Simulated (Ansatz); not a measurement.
Converging the plane-wave cutoff: Se (C2, 3 atoms in the cell)

```yaml
crystal:
  lattice:
    - [2.19156, -3.79589, 0.00000]
    - [2.19156, 3.79589, 0.00000]
    - [0.00000, 0.00000, 4.96485]
  atoms:
    - { symbol: Se, position: [0.00000, 0.22500, 0.66667] }
    - { symbol: Se, position: [0.78641, 0.78641, 0.00000] }
    - { symbol: Se, position: [0.22500, 0.00000, 0.33333] }
```

Level of theory: LDA (PW92), default PAW files made with PBE (plane waves; Ansatz, a quantum-chemistry and plane-wave program).

Base settings: basis.ecutwfc = 420 eV; kpoints.mp_grid.grid = 5 5 3; hamiltonian.xc = lda; hamiltonian.pseudopotentials = {kind: paw} (the program's default PAW files); scf.occupations.method = fermi_dirac; scf.occupations.width = 0.01 eV.

The second cell is the first with its lattice scaled by 0.98.

The mesh stays at the base's, so the ladder's end is converged at best in this setting alone.

The first pressure column holds Ansatz's estimate of the finite-basis (Pulay) stress, which hides part of the cutoff error; the other is without it.

Only quantities that move along the ladder and can be compared are tabulated.

The count of work is k-points × plane waves × bands × iterations; it is no time. 

The starting cell has typed, rounded lattice constants, without a prior relaxation at this level. Its lattice was rescaled by up to half a per cent. One atom was moved a little off its site on purpose.

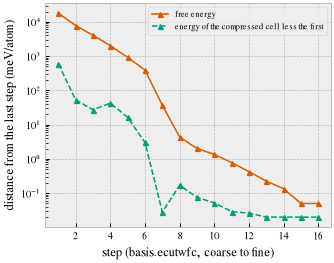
Figure. Distance from the last step along the ladder; very small values are drawn at a floor.

```tsv
basis.ecutwfc	free energy less the last step's (meV/atom)	energy of the compressed cell less the first (meV/atom)	pressure (GPa)	pressure without the Pulay estimate (GPa)	largest difference of a force vector from the last step's (eV/Å)	count of work / last
145 eV	17876.79	-576.46	-9.13	-344.09	1.522	0.064
170 eV	7789.36	-40.77	0.45	-167.30	0.115	0.077
190 eV	4062.53	38.95	-0.48	-101.57	0.027	0.077
210 eV	2017.05	-30.82	-1.41	-61.32	0.158	0.093
230 eV	920.86	27.98	-0.83	-34.63	0.041	0.096
250 eV	388.95	8.68	-0.51	-18.00	0.069	0.11
295 eV	36.86	11.72	-0.58	-3.01	0.019	0.16
335 eV	4.35	11.86	-0.65	-0.87	0.004	0.19
380 eV	2.02	11.77	-0.66	-0.68	0.002	0.26
420 eV	1.35	11.74	-0.66	-0.69	0.001	0.27
460 eV	0.78	11.72	-0.66	-0.68	0.001	0.31
505 eV	0.43	11.72	-0.66	-0.67	0.000	0.35
565 eV	0.22	11.71	-0.66	-0.67	0.000	0.42
630 eV	0.13	11.70	-0.66	-0.67	0.000	0.50
735 eV	0.05	11.69	-0.66	-0.67	0.000	0.62
840 eV	0.01	11.69	-0.66	-0.67	0.000	0.76
1010 eV	0.00	11.69	-0.66	-0.67	0.000	1.0
```

Coarsest basis.ecutwfc that holds the free energy within 5 meV/atom of the last step, with all finer ones: 335 eV, at 0.19 of the last step's count of work; the step before is off by 37 meV/atom.

Coarsest basis.ecutwfc that holds the pressure without the Pulay estimate within 1 GPa of the last step, with all finer ones: 335 eV, at 0.19 of the last step's count of work; the step before is off by 2.3 GPa.

Coarsest basis.ecutwfc that holds the pressure within 1 GPa of the last step, with all finer ones: 190 eV, at 0.077 of the last step's count of work; the step before is off by 1.1 GPa.

The energy difference between the two cells stays within 1 meV/atom of the last step's from 295 eV on, the total only from 460 eV on: much of the error is common to both cells and cancels.

At the lowest cutoff the pressure without the Pulay estimate lies 343 GPa under the last step's, the usual sign of Pulay stress in an incomplete plane-wave basis.

Keys are those of Ansatz 0.2.
